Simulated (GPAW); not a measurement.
# KF (Carobbiite): optical spectrum from first principles

Aim: the dielectric function of KF (Carobbiite), and the optical constants that follow from it.

Program: GPAW 26.7.0. Level of theory: DFT, PBE, plane-wave PAW (GPAW data sets), scalar-relativistic, RPA, optical limit. Results are calculated unless marked as measured.

### 1. Starting point

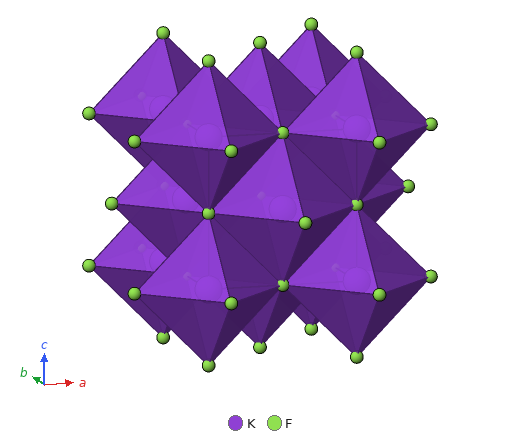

The cell as given, slightly off an axis (potassium purple, fluorine green). This picture shows the conventional cell, with its axes. Some periodic images of atoms are drawn too.

Structure file:

```cif
data_structure
_symmetry_space_group_name_H-M 'Fm-3m'
_symmetry_Int_Tables_number 225
_cell_length_a 5.3437
_cell_length_b 5.3437
_cell_length_c 5.3437
_cell_angle_alpha 90.000
_cell_angle_beta 90.000
_cell_angle_gamma 90.000
_cell_volume 152.59
loop_
_atom_site_label
_atom_site_type_symbol
_atom_site_symmetry_multiplicity
_atom_site_Wyckoff_symbol
_atom_site_fract_x
_atom_site_fract_y
_atom_site_fract_z
_atom_site_occupancy
K1 K 4 a 0.00000 0.00000 0.00000 1
F1 F 4 b 0.50000 0.00000 0.00000 1
```

### 2. Ground state

First the ground state: is it a metal or has it a gap?

This step: DFT, PBE, plane-wave PAW (GPAW data sets), scalar-relativistic, ground state (GPAW 26.7.0).

File gs.py:

```python
from ase import Atoms
from ase.dft.bandgap import bandgap
from gpaw import GPAW, PW, FermiDirac

atoms = Atoms(['K', 'F'],
              cell=[[0.000000000000, 2.671850000000, 2.671850000000],
                    [2.671850000000, 0.000000000000, 2.671850000000],
                    [2.671850000000, 2.671850000000, 0.000000000000]],
              scaled_positions=[[0.000000000000, 0.000000000000, 0.000000000000],
                                [0.500000000000, 0.500000000000, 0.500000000000]],
              pbc=[True, True, True])
atoms.calc = GPAW(mode=PW(500), xc='PBE', kpts={'size': (7, 7, 7), 'gamma': True},
                  occupations=FermiDirac(0.05), maxiter=150, txt='gs.txt')
print('energy (eV)', atoms.get_potential_energy())
print('Fermi level (eV)', atoms.calc.get_fermi_level())
print('valence electrons', atoms.calc.get_number_of_electrons())
print('gap (eV)', bandgap(atoms.calc, output=None)[0])
print('direct gap (eV)', bandgap(atoms.calc, direct=True, output=None)[0])
atoms.calc.write('gs.gpw')
```

Run with:

```
$ OMP_NUM_THREADS=1 python gs.py
```

Numbers of over 12 decimals in the logs are rounded to 6 here.

The log of the run:

```text
__  _  _
 | _ |_)|_||  |
 |__||  | ||/\| - 26.7.0

Versions:
  Python: 3.12.14
  ASE:    3.29.0
  Numpy:  2.5.5
  Scipy:  1.18.1
  Libxc:  7.0.0

Input parameters:
  mode=PW(ecut=500.0),
  kpts=MonkhorstPack(size=(7, 7, 7), gamma=True),
  maxiter=150,
  occupations=Occupations(name='fermi-dirac', width=0.05, fixmagmom=False),
  xc=XC(name='PBE')

Diagonalizing LCAO Hamiltonian
Converting LCAO to pw mode

               F

       K

Atoms  # Å, Bohr magnetons
|   | symbol |        x |        y |        z |    initial magnetic moments |
| 0 |      K | 0.000000 | 0.000000 | 0.000000 | ( 0.0000,  0.0000,  0.0000) |
| 1 |      F | 2.671850 | 2.671850 | 2.671850 | ( 0.0000,  0.0000,  0.0000) |

Unit cell  # Å
| periodic |        x |        y |        z |  lengths |    angles |
|      yes | 0.000000 | 2.671850 | 2.671850 | 3.778567 | 60.000000 |
|      yes | 2.671850 | 0.000000 | 2.671850 | 3.778567 | 60.000000 |
|      yes | 2.671850 | 2.671850 | 0.000000 | 3.778567 | 60.000000 |

Number of symmetries: 48
Symmetry operations  # r_c * U_cc + t_c -> r_c
|    | kind |            matrix            |
|  0 |  σ   |  1, 0, 0,  1, 0,-1,  1,-1, 0 |
|  1 |  C2  |  1, 0, 0,  1,-1, 0,  1, 0,-1 |
|  2 |  E   |  1, 0, 0,  0, 1, 0,  0, 0, 1 |
|  3 |  σ   |  1, 0, 0,  0, 0, 1,  0, 1, 0 |
|  4 |  C4  |  1, 0,-1,  1, 0, 0,  1,-1, 0 |
|  5 |  S6  |  1, 0,-1,  1,-1, 0,  1, 0, 0 |
|  6 |  σ   |  1, 0,-1,  0, 1,-1,  0, 0,-1 |
|  7 |  C3  |  1, 0,-1,  0, 0,-1,  0, 1,-1 |
|  8 |  S6  |  1,-1, 0,  1, 0, 0,  1, 0,-1 |
|  9 |  C4  |  1,-1, 0,  1, 0,-1,  1, 0, 0 |
| 10 |  C3  |  1,-1, 0,  0,-1, 1,  0,-1, 0 |
| 11 |  σ   |  1,-1, 0,  0,-1, 0,  0,-1, 1 |
| 12 |  σ   |  0, 1, 0,  1, 0, 0,  0, 0, 1 |
| 13 |  C4  |  0, 1, 0,  0, 1,-1, -1, 1, 0 |
| 14 |  C3  |  0, 1, 0,  0, 0, 1,  1, 0, 0 |
| 15 |  S6  |  0, 1, 0, -1, 1, 0,  0, 1,-1 |
| 16 |  C2  |  0, 1,-1,  1, 0,-1,  0, 0,-1 |
| 17 |  σ   |  0, 1,-1,  0, 1, 0, -1, 1, 0 |
| 18 |  S4  |  0, 1,-1,  0, 0,-1,  1, 0,-1 |
| 19 |  C4  |  0, 1,-1, -1, 1, 0,  0, 1, 0 |
| 20 |  C3  |  0, 0, 1,  1, 0, 0,  0, 1, 0 |
| 21 |  σ   |  0, 0, 1,  0, 1, 0,  1, 0, 0 |
| 22 |  S6  |  0, 0, 1,  0,-1, 1, -1, 0, 1 |
| 23 |  C4  |  0, 0, 1, -1, 0, 1,  0,-1, 1 |
| 24 |  S4  |  0, 0,-1,  1, 0,-1,  0, 1,-1 |
| 25 |  C3  |  0, 0,-1,  0, 1,-1,  1, 0,-1 |
| 26 |  C2  |  0, 0,-1,  0,-1, 0, -1, 0, 0 |
| 27 |  S6  |  0, 0,-1, -1, 0, 0,  0,-1, 0 |
| 28 |  S4  |  0,-1, 1,  1,-1, 0,  0,-1, 0 |
| 29 |  C4  |  0,-1, 1,  0, 0, 1, -1, 0, 1 |
| 30 |  C2  |  0,-1, 1,  0,-1, 0,  1,-1, 0 |
| 31 |  σ   |  0,-1, 1, -1, 0, 1,  0, 0, 1 |
| 32 |  C3  |  0,-1, 0,  1,-1, 0,  0,-1, 1 |
| 33 |  S6  |  0,-1, 0,  0, 0,-1, -1, 0, 0 |
| 34 |  S4  |  0,-1, 0,  0,-1, 1,  1,-1, 0 |
| 35 |  C2  |  0,-1, 0, -1, 0, 0,  0, 0,-1 |
| 36 |  C2  | -1, 1, 0,  0, 1, 0,  0, 1,-1 |
| 37 |  S6  | -1, 1, 0,  0, 1,-1,  0, 1, 0 |
| 38 |  S4  | -1, 1, 0, -1, 0, 1, -1, 0, 0 |
| 39 |  C3  | -1, 1, 0, -1, 0, 0, -1, 0, 1 |
| 40 |  S6  | -1, 0, 1,  0, 0, 1,  0,-1, 1 |
| 41 |  C2  | -1, 0, 1,  0,-1, 1,  0, 0, 1 |
| 42 |  C3  | -1, 0, 1, -1, 1, 0, -1, 0, 0 |
| 43 |  S4  | -1, 0, 1, -1, 0, 0, -1, 1, 0 |
| 44 |  C2  | -1, 0, 0,  0, 0,-1,  0,-1, 0 |
| 45 |  i   | -1, 0, 0,  0,-1, 0,  0, 0,-1 |
| 46 |  σ   | -1, 0, 0, -1, 1, 0, -1, 0, 1 |
| 47 |  C2  | -1, 0, 0, -1, 0, 1, -1, 1, 0 |

BZ-sampling:
  Number of BZ points: 343
  Number of IBZ points: 20

  Monkhorst-Pack size: [7, 7, 7]
  Monkhorst-Pack shift: [0, 0, 0]

K-points  # in reciprocal-cell coordinates
|     |                                coordinates |     weight |
|   0 | (  0.00000000,   0.00000000,   0.00000000) | 0.00291545 |
|   1 | (  0.14285714,   0.14285714,   0.00000000) | 0.01749271 |
|   2 | (  0.14285714,   0.14285714,   0.14285714) | 0.02332362 |
|   3 | (  0.28571429,   0.14285714,   0.14285714) | 0.03498542 |
|   4 | (  0.28571429,   0.28571429,   0.00000000) | 0.01749271 |
|   5 | (  0.28571429,   0.28571429,   0.14285714) | 0.06997085 |
|   6 | (  0.28571429,   0.28571429,   0.28571429) | 0.02332362 |
|   7 | (  0.42857143,  -0.28571429,  -0.28571429) | 0.03498542 |
|   8 | (  0.42857143,   0.28571429,  -0.42857143) | 0.13994169 |
|   9 | (  0.42857143,   0.28571429,  -0.28571429) | 0.06997085 |
| ... |                                            |            |
|  19 | (  0.42857143,   0.42857143,   0.42857143) | 0.02332362 |

Plane wave coefficients: 984
Cutoff: 500.0 eV

Spin-components: 1 (collinear spins)
Bands:           9
Projectors:      10
Spin-degeneracy: 2
Datatype:        complex128

Parallelization:
  kpt:    1
  domain: 1
  band:   1

Density:
  Valence electrons: 16.0
  Components: 1
  Grid points: [20 20 20]
  Charge: 0.0  # |e|

Potential:
  Grid points: [20 20 20]

species:
  K:
    name:    Potassium
    id:
    Z:       19.0
    valence: 9
    core:    10
    charge:  0.0  # [|e|]
    compensation charges:
      type: gauss
      rc: 0.35  # [Å]
      lmax: 2
    cutoffs:
      filter: 1.91  # [Å]
      core: 1.27  # [Å]
    projectors
    | kind |    occ | energy [eV] | rcut [Å] |
    |   3s |  2.000 |     -35.338 |    1.122 |
    |   4s |  1.000 |      -2.319 |    1.122 |
    |   3p |  6.000 |     -18.813 |    1.106 |
    |    p |        |       8.398 |    1.106 |
    |    d |        |       0.000 |    0.937 |

    Using partial waves for K as LCAO basis

  F:
    name:    Fluorine
    id:
    Z:       9.0
    valence: 7
    core:    2
    charge:  0.0  # [|e|]
    compensation charges:
      type: gauss
      rc: 0.20  # [Å]
      lmax: 2
    cutoffs:
      filter: 1.14  # [Å]
      core: 0.74  # [Å]
    projectors
    | kind |    occ | energy [eV] | rcut [Å] |
    |   2s |  2.000 |     -29.898 |    0.635 |
    |   2p |  5.000 |     -11.110 |    0.635 |
    |    s |        |      -2.687 |    0.635 |
    |    p |        |      16.102 |    0.635 |
    |    d |        |       0.000 |    0.635 |

    Using partial waves for F as LCAO basis

Reference energy: -19096.334004  # eV

eigensolver:
  PPCG
  Converge bands: occupied
  niter=2

density mixing:
  MSR1-Mixer
  Pratt-step length: 0.05
  Maximum mixing coefficient: 0.75
  Old densities: 10
  SVD Regularization: 0.005
  Good broyden scale: 1.0
  Trust region scale: 1.0
  Backstep threshold: 4.0
  History deletion threshold: 6.0
  Fourier metric: weight=20.0, sigma=0.015

occupation numbers:
  Fermi-Dirac:
    width: 0.0500  # eV

poisson solver:
  ecut: 4000.0  # eV

xc functional:
  name: PBE with 2 nearest neighbor stencil

convergence criteria:
- Maximum [total energy] change in last 3 cyles: 0.0005 eV / valence electron
- Maximum integral of absolute [dens]ity change: 0.0001 electrons / valence electron
- Maximum integral of absolute [eigenst]ate change: 4e-08 eV^2 / valence electron
maximum number of iterations: 150

SCF iterations
|iter     |      energy | eigst |  dens |
|iter:   1||   -9.003471 | -0.20 |       |
|iter:   2||   -8.827611 | -1.80 | -1.17 |
|iter:   3||   -8.305999 | -0.49 | -1.21 |
|iter:   4||   -8.306303 | -2.12 | -1.53 |
|iter:   5||   -8.312085c| -2.78 | -1.81 |
|iter:   6||   -8.312912c| -4.13 | -2.44 |
|iter:   7||   -8.312961c| -5.03 | -3.16 |
|iter:   8||   -8.312970c| -6.43 | -3.65 |
|iter:   9||   -8.312970c| -7.77c| -4.81c|

Converged in 9 steps
SCF loop duration: 2.424 s (0.269 s/step)
Energy contributions relative to reference atoms: (reference = -19096.334004)

Energy contributions:
  Kinetic:           6.105688
  Coulomb:          -4.639334
  Zero:             -0.427997
  External:          0.000000
  Xc:               -9.351327
  Entropy:          -0.000000
  Spinorbit:         0.000000
  ----------------------------
  Free energy:      -8.312970
  Extrapolated:     -8.312970

dipole moment: (-19.464369, -19.464369, -19.464369)  # |e|*Ang

Fermi level: 1.446
Eigenvalues  # (at kpt = [0.000, 0.000, 0.000])
| band index |      eig [eV] | occ [0-2] |
|          0 |       -26.448 |     2.000 |
|          1 |       -19.028 |     2.000 |
|          2 |        -9.732 |     2.000 |
|          3 |        -9.732 |     2.000 |
|          4 |        -9.732 |     2.000 |
|          5 |        -0.350 |     2.000 |
|          6 |        -0.349 |     2.000 |
|          7 |        -0.349 |     2.000 |
|          8 |         5.827 |     0.000 |

Gap: 6.176 eV
Transition (v -> c):
  (s=0, k=0, n=7, [0.00, 0.00, 0.00]) -> (s=0, k=0, n=8, [0.00, 0.00, 0.00])
No difference between direct/indirect transitions

--- standard output ---
energy (eV) -8.312970
Fermi level (eV) 1.445678
valence electrons 16.0
gap (eV) 6.175882
direct gap (eV) 6.175882
```

It took 3.7 s on 1 thread of Arm Neoverse V2, shared host; peak memory 0.13 GiB.

Read-outs, printed or worked out from the files:

| Quantity | Value |
| --- | --- |
| energy | -8.313 eV |
| Fermi energy | 1.446 eV |
| gap on the k-mesh | 6.176 eV |
| direct gap on the mesh | 6.176 eV |
| electrons | 16 |

There is a gap, 6.18 eV on this mesh (points off the mesh can give less), so no carriers' term is needed.

### 3. Bands for the response

At the fixed density, many empty bands are solved on the mesh of the response, since the spectrum sums over them.

This step: DFT, PBE, plane-wave PAW (GPAW data sets), scalar-relativistic, bands at fixed density (GPAW 26.7.0).

File nscf.py:

```python
from ase.dft.bandgap import bandgap
from gpaw import GPAW, FermiDirac

calc = GPAW('gs.gpw').fixed_density(kpts={'size': (11, 11, 11), 'gamma': True}, nbands=35, convergence={'bands': 29},
                                    occupations=FermiDirac(0.001), txt='nscf.txt')
print('gap (eV)', bandgap(calc, output=None)[0])
print('direct gap (eV)', bandgap(calc, direct=True, output=None)[0])
print('top band over the Fermi level (eV)', min(calc.get_eigenvalues(kpt=k)[28] for k in range(len(calc.get_ibz_k_points()))) - calc.get_fermi_level())
calc.write('full.gpw', mode='all')
```

Run with:

```
$ OMP_NUM_THREADS=1 python nscf.py
```

The log of the run:

```text
Diagonalizing LCAO Hamiltonian
Converting LCAO to pw mode
convergence criteria:
- Maximum integral of absolute [eigenst]ate change: 4e-08 eV^2 / valence electron
maximum number of iterations: 150

SCF iterations
|iter     |      energy | eigst |  dens |
|iter:   1||             | +3.45 |       |
|iter:   2||             | +1.95 |       |
|iter:   3||             | -0.09 |       |
|iter:   4||             | -1.49 |       |
|iter:   5||             | -3.16 |       |
|iter:   6||             | -4.36 |       |
|iter:   7||             | -5.62 |       |
|iter:   8||             | -6.61 |       |
|iter:   9||             | -7.43c|       |
SCF steps: 9
  __  _  _
 | _ |_)|_||  |
 |__||  | ||/\| - 26.7.0

Versions:
  Python: 3.12.14
  ASE:    3.29.0
  Numpy:  2.5.5
  Scipy:  1.18.1
  Libxc:  7.0.0

Input parameters:
  mode=PW(ecut=500.0),
  convergence={'bands': 29},
  gpts=array([20, 20, 20]),
  kpts=MonkhorstPack(size=(11, 11, 11), gamma=True),
  maxiter=150,
  nbands=35,
  occupations=Occupations(name='fermi-dirac', width=0.001, fixmagmom=False),
  parallel={},
  xc=XC(name='PBE')

--- standard output ---
gap (eV) 6.175882
direct gap (eV) 6.175882
top band over the Fermi level (eV) 31.869359
```

Elapsed: 24 s, on 1 thread; peak memory 0.17 GiB.

### 4. Dielectric function, RPA

Transitions between filled and empty bands, summed over the zone, give the optical response, so mesh, band count and broadening shape it.

The induced potential is part of this response.

This step: DFT, PBE, plane-wave PAW (GPAW data sets), scalar-relativistic, RPA, optical limit (GPAW 26.7.0).

File df.py:

```python
from gpaw.response.df import DielectricFunction

df = DielectricFunction('full.gpw', frequencies={'type': 'nonlinear', 'domega0': 0.03, 'omega2': 8},
                        ecut=60,
                        eta=0.1,
                        nbands=29,
                        txt='df.txt')
for direction in ['x']:
    df.get_dielectric_function(xc='RPA', direction=direction, filename=f'df_{direction}.csv')
```

Run with:

```
$ OMP_NUM_THREADS=1 python df.py
```

The log of the run:

```text
Using integrator: PointIntegrator
NonLinearFrequencyDescriptor(from 0.000 to 64.819 eV, 497 points)
Nonperiodic BCs:  [False False False]
Using integrator: PointIntegrator
NonLinearFrequencyDescriptor(from 0.000 to 64.819 eV, 497 points)
Nonperiodic BCs:  [False False False]

Calculating chi0 body with:
    Ground state adapter containing:
    Number of spins: 1
    Number of kpoints: 1331
    Number of irreducible kpoints: 56
    Number of completely occupied states: 8
    Number of partially occupied states: 8

    Linear response parametrization:
    q_c: [0.0, 0.0, 0.0]
    Number of frequency points: 497
    Planewave cutoff: 60.0
    Number of bands: 29
    Number of planewaves: 51
    Broadening (eta): 0.1

Integrating chi0 body.

Symmetries of q_c:
    Direct symmetries (Uq -> q): 48
    Indirect symmetries (TUq -> q): 0
In total 48 allowed symmetries.

56 groups of equivalent kpoints. 95.792637% reduction.

Integral kind: spectral function

Calculating chi0 optical extensions with:
    Ground state adapter containing:
    Number of spins: 1
    Number of kpoints: 1331
    Number of irreducible kpoints: 56
    Number of completely occupied states: 8
    Number of partially occupied states: 8

    Linear response parametrization:
    Number of frequency points: 497
    Planewave cutoff: 60.0
    Number of bands: 29
    Number of planewaves: 51
    Broadening (eta): 0.1
Integrating chi0 head and wings.

Symmetries of q_c:
    Direct symmetries (Uq -> q): 48
    Indirect symmetries (TUq -> q): 0
In total 48 allowed symmetries.

56 groups of equivalent kpoints. 95.792637% reduction.

Integral kind: spectral function wings
```

Run time: 5.5 s. Hardware: 1 thread; peak memory 0.26 GiB.

Read-outs, printed or worked out from the files:

- electronic dielectric constant ε∞, mean over x, y and z (by symmetry where fewer were run): 1.889
- main peak of Im epsilon, first axis: 10.47 eV

The Im ε, E ∥ x has structure finer than the step of the table below, so its rows give means over 1 eV, whole bins alone (the curve runs from 0 to 21.9 eV). Peaks (eV: height): 7.9: 0.666, 10.4: 1.75, 11.8: 1.34, 13.4: 1.22, 15.1: 0.821, 15.8: 0.858, 18.9: 1.30.

Values under the direct gap are tails of Lorentzian lines. Table of Im ε, E ∥ x by photon energy; means over each step:

| photon energy (eV) | Im ε, E ∥ x |
| --- | --- |
| 1 | 0.00112 |
| 2 | 0.00240 |
| 3 | 0.00409 |
| 4 | 0.00677 |
| 5 | 0.0126 |
| 6 | 0.0884 |
| 7 | 0.352 |
| 8 | 0.564 |
| 9 | 0.957 |
| 10 | 1.39 |
| 11 | 0.870 |
| 12 | 1.05 |
| 13 | 0.933 |
| 14 | 0.653 |
| 15 | 0.532 |
| 16 | 0.681 |
| 17 | 0.448 |
| 18 | 0.636 |
| 19 | 1.09 |
| 20 | 0.655 |
| 21 | 0.411 |

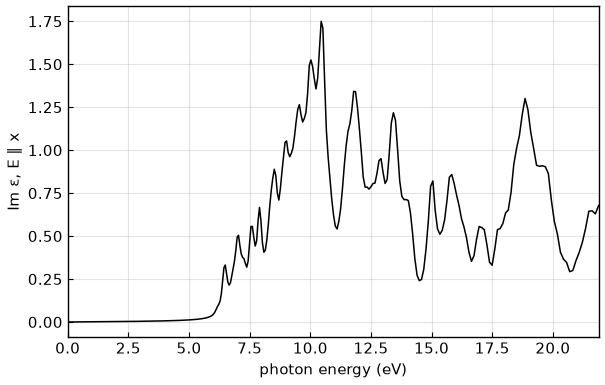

Im ε, E ∥ x against photon energy.

Re ε, E ∥ x against photon energy:

| photon energy (eV) | Re ε, E ∥ x |
| --- | --- |
| 0 | 1.89 |
| 2 | 1.91 |
| 4 | 2.00 |
| 6 | 2.29 |
| 8 | 2.23 |
| 10 | 2.01 |
| 12 | 1.20 |
| 14 | 1.05 |
| 16 | 1.22 |
| 18 | 1.72 |
| 20 | 0.864 |

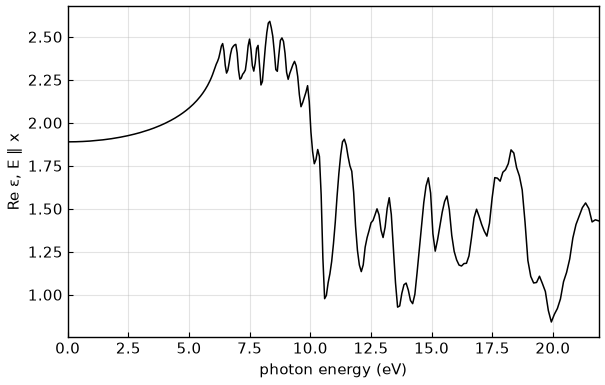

Re ε, E ∥ x against photon energy.

The Im ε, E ∥ x has structure finer than the step of the table below, so its rows give means over 1 eV, whole bins alone (the curve runs from 0 to 21.9 eV). Peaks (eV: height): without local fields 10.4: 1.86, 11.8: 1.46, 13.4: 1.32, 15.7: 0.845, 18.9: 2.88, 21.2: 3.78; with local fields 7.9: 0.666, 10.4: 1.75, 11.8: 1.34, 13.4: 1.22, 15.1: 0.821, 15.8: 0.858, 18.9: 1.30.

Values under the direct gap are tails of Lorentzian lines. Table of Im ε, E ∥ x by photon energy; means over each step:

| photon energy (eV) | without local fields | with local fields |
| --- | --- | --- |
| 1 | 0.00132 | 0.00112 |
| 2 | 0.00281 | 0.00240 |
| 3 | 0.00477 | 0.00409 |
| 4 | 0.00782 | 0.00677 |
| 5 | 0.0143 | 0.0126 |
| 6 | 0.0964 | 0.0884 |
| 7 | 0.384 | 0.352 |
| 8 | 0.634 | 0.564 |
| 9 | 1.11 | 0.957 |
| 10 | 1.55 | 1.39 |
| 11 | 0.926 | 0.870 |
| 12 | 1.11 | 1.05 |
| 13 | 1.04 | 0.933 |
| 14 | 0.697 | 0.653 |
| 15 | 0.551 | 0.532 |
| 16 | 0.669 | 0.681 |
| 17 | 0.496 | 0.448 |
| 18 | 1.26 | 0.636 |
| 19 | 2.43 | 1.09 |
| 20 | 1.33 | 0.655 |
| 21 | 2.53 | 0.411 |

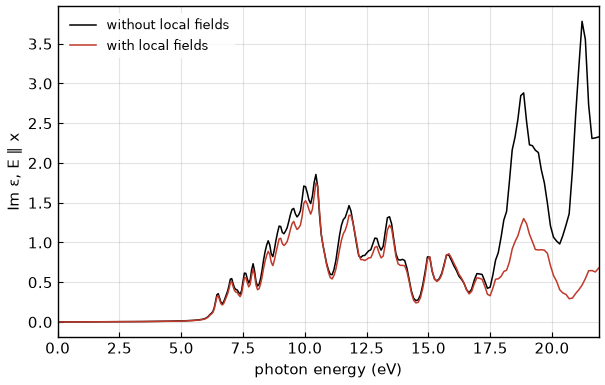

Im ε, E ∥ x against photon energy.

The refractive index n and extinction k by photon energy:

| photon energy (eV) | n | k |
| --- | --- | --- |
| 0 | 1.37 | 0 |
| 2 | 1.38 | 8.6e-4 |
| 4 | 1.41 | 0.00236 |
| 6 | 1.51 | 0.0148 |
| 8 | 1.50 | 0.172 |
| 10 | 1.51 | 0.503 |
| 12 | 1.20 | 0.485 |
| 14 | 1.07 | 0.330 |
| 16 | 1.15 | 0.329 |
| 18 | 1.33 | 0.228 |
| 20 | 0.986 | 0.327 |

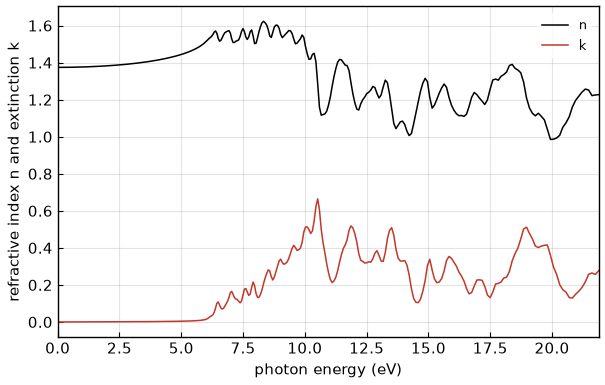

Refractive index n and extinction k, plotted against photon energy.

The reflectivity at normal incidence, E ∥ x has structure finer than the step of the table below, so its rows give means over 1 eV, whole bins alone (the curve runs from 0 to 21.9 eV). Peaks (eV: height): 7.8: 5.50, 10.0: 7.85, 10.5: 9.24, 11.8: 6.42, 13.5: 5.77, 15.7: 3.46, 18.9: 6.15.

Table of reflectivity at normal incidence, E ∥ x by photon energy; means over each step:

| photon energy (eV) | reflectivity at normal incidence, E ∥ x (%) |
| --- | --- |
| 1 | 2.51 |
| 2 | 2.58 |
| 3 | 2.71 |
| 4 | 2.93 |
| 5 | 3.32 |
| 6 | 4.24 |
| 7 | 4.73 |
| 8 | 5.34 |
| 9 | 6.22 |
| 10 | 7.23 |
| 11 | 4.11 |
| 12 | 4.69 |
| 13 | 3.95 |
| 14 | 2.51 |
| 15 | 2.11 |
| 16 | 2.48 |
| 17 | 1.56 |
| 18 | 3.12 |
| 19 | 5.01 |
| 20 | 2.57 |
| 21 | 1.41 |

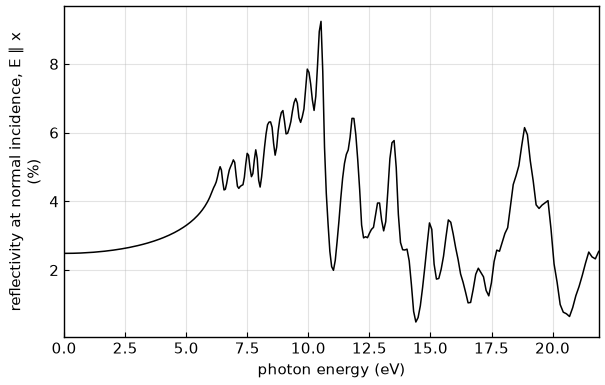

Reflectivity at normal incidence, E ∥ x, plotted against photon energy.

At chosen wavelengths:

| wavelength (nm) | n | k | R (%) | 1/α |
| --- | --- | --- | --- | --- |
| 1550 | 1.38 | 0.000 | 2.5 | 384 µm |
| 1064 | 1.38 | 0.000 | 2.5 | 178 µm |
| 633 | 1.38 | 0.001 | 2.6 | 60 µm |
| 532 | 1.39 | 0.001 | 2.6 | 41 µm |
| 405 | 1.39 | 0.001 | 2.7 | 22 µm |
| 248 | 1.44 | 0.004 | 3.3 | 4.7 µm |
| 193 | 1.56 | 0.093 | 4.9 | 164 nm |

Below the direct gap, k and the depth come from the tails of the Lorentzian lines, not from transitions.

Rows near the edge hang on the gap, which this functional as a rule makes too small, and phonon-assisted absorption is left out.

### 5. Outcome

```
electronic dielectric constant ε∞, mean over x, y and z (by symmetry where fewer were run) (RPA) : 1.89
main peak of Im epsilon, first axis                                                              : 10.5 eV
```

In words: At this level (PBE, RPA) KF has ε∞ = 1.89 and n = 1.38 at 1550 nm, and Im ε peaks at 10.5 eV. On the mesh the gap is 6.18 eV and the least direct gap 6.18 eV. Local fields change the static value along x from 2.08 to 1.89 (-9 %). Distinct maxima of Im ε, read by a parabola through the highest points, lie at 10.02 eV (1.5), 10.47 eV (1.8), 11.82 eV (1.4) and 18.86 eV (1.3). Excitons and phonon-assisted transitions are missing; PBE gaps are as a rule too small, which pulls the onset down and ε∞ up. The sum runs over mesh points, so small or evenly spaced maxima can still be ripples of the mesh. In this version of GPAW the matrix elements of the optical limit are incomplete, which can lower ε − 1 by up to a tenth where first-row anions or d states rule, and shift it by more in d metals.

[Machine, clock and banner lines and Python warnings are left out of the logs.]

[Logs are printed without paths, hosts, clocks, repeated set-up lines and the standing remarks that a program may print on its own settings, such as how far it seeks lower states.]

[Hosts, paths, dates, database ids (printed as entryN), source tags and the programs' standing remarks are cut or masked in the printed files.]
